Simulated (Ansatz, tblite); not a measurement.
# In11As10 wurtzite off sphere (In₁₁As₁₀H₂₈−): spin states and exact exchange

Aim: set other spin states of In11As10 wurtzite off sphere (In₁₁As₁₀H₂₈−) against its singlet, on many levels of theory.

Program: Ansatz 0.2.0, Gaussian basis. Level of theory: as each input shows. These are calculated values, not measurements.

Plan: triplet, at the geometry of the singlet (GFN1-xTB, GFN2-xTB, PBE0-D4/def2-TZVP, PBE-D4/def2-TZVP); the singlet's energies come from earlier runs.

2 further runs of the same task are left out: 1 for a known fault of the program, 1 set aside as unsound or not needed. Runs told in other sessions of the task aren't counted.

## (1) The geometry

The singlet was relaxed beforehand with PBE-D4/def2-SVP.

49 atoms, charge -1, spin multiplicity 1.

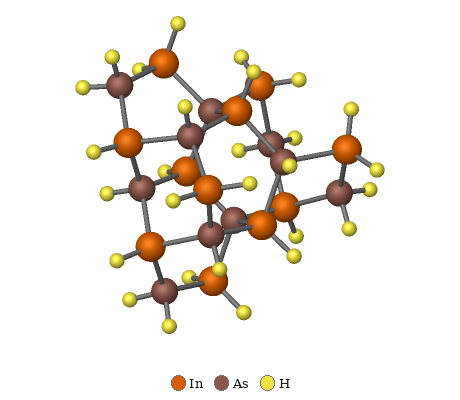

The structure; indium orange, arsenic brown, hydrogen yellow.

In takes a core potential in the def2 sets. No spin-orbit coupling is included. The ion is computed in the gas phase, without counter-ions or solvent.

## (2) Triplet at the fixed geometry, GFN1-xTB

Tight binding, by tblite at 300 K electronic temperature and without a spin-polarisation term:

```python
tblite.interface.Calculator('GFN1-xTB', numbers, positions, charge=-1, uhf=2).singlepoint()
```

Energy -1528.9379 eV; 0.69 s.

## (3) Triplet at the fixed geometry, GFN2-xTB

Tight binding, by tblite at 300 K electronic temperature and without a spin-polarisation term:

```python
tblite.interface.Calculator('GFN2-xTB', numbers, positions, charge=-1, uhf=2).singlepoint()
```

Energy -1401.5568 eV; 0.55 s.

## (4) Triplet at the fixed geometry, PBE0-D4/def2-TZVP

The input, in.yaml:

```yaml
crystal:
  periodic: [false, false, false]
  atoms:
    - {symbol: In, position_ang: [0.349928, -4.809403, -0.232767]}
    - {symbol: As, position_ang: [0.456969, -4.445020, 2.509701]}
    - {symbol: In, position_ang: [0.432108, -2.301668, -3.465926]}
    - {symbol: As, position_ang: [-1.608465, -0.729084, -4.254669]}
    - {symbol: As, position_ang: [0.336944, -2.204285, -0.833022]}
    - {symbol: In, position_ang: [-1.903552, -0.957669, -0.089330]}
    - {symbol: In, position_ang: [0.487074, -2.042475, 3.753999]}
    - {symbol: As, position_ang: [-1.578080, -0.800469, 2.617548]}
    - {symbol: In, position_ang: [-2.050840, 1.905715, -3.542091]}
    - {symbol: As, position_ang: [-1.877737, 1.565645, -0.890646]}
    - {symbol: In, position_ang: [-4.162194, 2.743422, -0.171833]}
    - {symbol: In, position_ang: [-1.598137, 1.600754, 3.786416]}
    - {symbol: As, position_ang: [-3.713319, 2.756923, 2.572967]}
    - {symbol: As, position_ang: [2.529995, -0.735132, -4.177395]}
    - {symbol: In, position_ang: [2.584683, -1.011466, -0.068594]}
    - {symbol: As, position_ang: [2.493273, -0.746448, 2.603985]}
    - {symbol: In, position_ang: [3.235169, 1.838737, -3.435316]}
    - {symbol: As, position_ang: [2.353836, 1.517325, -0.916913]}
    - {symbol: In, position_ang: [0.231002, 2.938693, -0.090465]}
    - {symbol: In, position_ang: [2.851786, 1.766575, 3.571893]}
    - {symbol: As, position_ang: [0.498847, 2.689420, 2.587314]}
    - {symbol: H, position_ang: [-1.207932, -5.553774, -0.504188]}
    - {symbol: H, position_ang: [1.891409, -5.534545, -0.624993]}
    - {symbol: H, position_ang: [-0.662735, -5.232001, 3.197557]}
    - {symbol: H, position_ang: [1.596331, -5.259635, 3.130041]}
    - {symbol: H, position_ang: [0.495471, -3.830006, -4.317413]}
    - {symbol: H, position_ang: [-2.825430, -1.541102, -3.808481]}
    - {symbol: H, position_ang: [-1.808253, -0.985113, -5.753891]}
    - {symbol: H, position_ang: [-3.363466, -1.859652, -0.438595]}
    - {symbol: H, position_ang: [0.462558, -2.199169, 5.494080]}
    - {symbol: H, position_ang: [-2.788766, -1.510057, 3.235132]}
    - {symbol: H, position_ang: [-3.718827, 2.187399, -4.006346]}
    - {symbol: H, position_ang: [-0.666405, 2.725929, -4.218621]}
    - {symbol: H, position_ang: [-5.530204, 1.665907, -0.326852]}
    - {symbol: H, position_ang: [-4.168737, 4.441338, -0.592297]}
    - {symbol: H, position_ang: [-1.703706, 1.615798, 5.530881]}
    - {symbol: H, position_ang: [-4.933327, 2.215258, 3.326572]}
    - {symbol: H, position_ang: [-3.806578, 4.167765, 3.164114]}
    - {symbol: H, position_ang: [2.683045, -0.920465, -5.692000]}
    - {symbol: H, position_ang: [3.716514, -1.628692, -3.811069]}
    - {symbol: H, position_ang: [4.040038, -1.810958, -0.630364]}
    - {symbol: H, position_ang: [3.711988, -1.543005, 3.084026]}
    - {symbol: H, position_ang: [2.199080, 2.853242, -4.398090]}
    - {symbol: H, position_ang: [4.983860, 1.827887, -3.470914]}
    - {symbol: H, position_ang: [3.486850, 2.165641, -0.111510]}
    - {symbol: H, position_ang: [0.293244, 4.617593, -0.580670]}
    - {symbol: H, position_ang: [2.740903, 1.702107, 5.317521]}
    - {symbol: H, position_ang: [4.164006, 2.507277, 2.682506]}
    - {symbol: H, position_ang: [0.428979, 4.135240, 3.093605]}
basis:
  gaussian: {orbitals: def2-TZVP, fitting: {mean_field: def2-universal-jkfit}}
total_charge: -1
magnetization: {spin_polarized: true, initial_magnetization: 2}
hamiltonian: {xc: pbe0, dispersion: d4}
scf: {omitted_lower_state_checks: [starts]}
output: {orbitals: {seedname: orbitals}}
```

On the command line:

```console
ansatz run in.yaml --threads 11 --pin off --events-out ev --progress --plain --max-ram 174080MiB --backend cuda --devices 0, --max-vram 75GiB
```

What it wrote:

```text
Functional definition: PBE0
  name "PBE0"
  cite "Adamo & Barone, J. Chem. Phys. 110, 6158 (1999) doi:10.1063/1.478522"
  cite "Perdew, Burke & Ernzerhof, Phys. Rev. Lett. 77, 3865 (1996) doi:10.1103/PhysRevLett.77.3865"
  parent pbe
  parameter a = 0.25
  parameter kappa = 0.804
  parameter beta = 0.06672455060314922
  exchange = (1 - a)*pbe_x(kappa = kappa, mu = beta*pi^2/3) + a*exact_x
  correlation = pbe_c(beta = beta)
these checks for a lower state are left out or cut short: starts
5562 factors; integrals over basis functions are off by at most 6.5e-1 eV
mean field evaluation 1: about -665714.3198 eV, gradient 3.9e1 eV
mean field evaluation 2: about -665713.2350 eV, gradient 4.2e1 eV
mean field evaluation 4: about -665720.2022 eV, gradient 1.0e1 eV
mean field evaluation 8: about -665721.0097 eV, gradient 7.0e-1 eV
mean field evaluation 16: about -665721.1144 eV, gradient 7.1e-2 eV
mean field evaluation 32: about -665721.1151 eV, gradient 4.9e-4 eV
mean field -665721.11510937 eV, -24464.7997382904 hartree, gradient 9.1e-6 eV, S^2 2.005297; 0 other end points of the search recorded, 0 dependent functions left out
reference -665721.11525616 eV, -24464.7997436849 hartree; 296, 294 occupied and 902, 904 virtual orbitals, 5562 factors
Total energy: -665724.57105538 eV, -24464.9267419639 hartree
Checks for a lower state left out: starts
```

Run time: 42 s. Hardware: 1 × H100 with 11 threads of AMD EPYC 7R13, shared host; peak host memory 2.3 GiB.

From the report: HOMO -0.40 eV, LUMO -3.08 eV (over both spins; with the spin held, an empty level of the minority spin lies below the top filled one); ⟨S²⟩ 2.005 (pure: 2.00).

## (5) Triplet at the fixed geometry, PBE-D4/def2-TZVP

start.molden holds the orbitals of an earlier run on this state, given as this run's starting guess.

in.yaml, as its differences from that of step 4:

```diff
@@ -53,6 +53,6 @@
 basis:
-  gaussian: {orbitals: def2-TZVP, fitting: {mean_field: def2-universal-jkfit}}
+  gaussian: {orbitals: def2-TZVP, fitting: {mean_field: def2-universal-jkfit}, initial_orbitals: start.molden}
 total_charge: -1
 magnetization: {spin_polarized: true, initial_magnetization: 2}
-hamiltonian: {xc: pbe0, dispersion: d4}
+hamiltonian: {xc: pbe, dispersion: d4}
 scf: {omitted_lower_state_checks: [starts]}
```

Same command.

What it wrote:

```text
Functional definition: PBE
  name "PBE"
  cite "Perdew, Burke & Ernzerhof, Phys. Rev. Lett. 77, 3865 (1996) doi:10.1103/PhysRevLett.77.3865"
  parent pbe
  parameter kappa = 0.804
  parameter beta = 0.06672455060314922
  exchange = pbe_x(kappa = kappa, mu = beta*pi^2/3)
  correlation = pbe_c(beta = beta)
these checks for a lower state are left out or cut short: starts
5562 factors; integrals over basis functions are off by at most 6.5e-1 eV
mean field evaluation 1: about -665701.7566 eV, gradient 2.0e1 eV
mean field evaluation 2: about -665702.7252 eV, gradient 1.2e0 eV
mean field evaluation 4: about -665702.7932 eV, gradient 2.1e-1 eV
mean field evaluation 8: about -665702.7979 eV, gradient 7.5e-5 eV
mean field evaluation 16: about -665702.7979 eV, gradient 2.3e-5 eV
mean field -665702.79794828 eV, -24464.1265950362 hartree, gradient 7.2e-6 eV, S^2 2.002007; 0 other end points of the search recorded, 0 dependent functions left out
reference -665702.79814073 eV, -24464.1266021087 hartree; 296, 294 occupied and 902, 904 virtual orbitals, 5562 factors
Total energy: -665706.54047007 eV, -24464.2641301754 hartree
Checks for a lower state left out: starts
```

Wall time 22 s (1 × H100 with 11 threads of AMD EPYC 7R13, shared host); peak host memory 2.2 GiB.

HOMO -0.16 eV, LUMO -3.30 eV (over both spins; with the spin held, an empty level of the minority spin lies below the top filled one); ⟨S²⟩ 2.002 (pure: 2.00).

## (6) Triplet less singlet, vertical

The singlet's energies are those of its earlier runs, whose logs aren't repeated here.

```
            level  triplet less singlet, vertical (kJ/mol)    time
         GFN1-xTB                                   +263.5   1.2 s
         GFN2-xTB                                   +287.1  0.98 s
 PBE-D4/def2-TZVP                                   +308.3    32 s
PBE0-D4/def2-TZVP                                   +365.9    60 s
```

Times add the two runs; a level without a time comes out of a correlated run. Tight binding without a spin term can't rank spin states.

## (7) Results

| quantity | value |
| --- | --- |
| triplet less singlet, vertical, functionals in def2-TZVP | +308.3 (PBE-D4) to +365.9 kJ/mol (PBE0-D4) |

All functionals put the triplet above the singlet, over a spread of 57.6 kJ/mol. The checks for a lower triplet were left out, so another state of that spin may lie lower. These are electronic energies, without zero-point motion, entropy or surroundings.
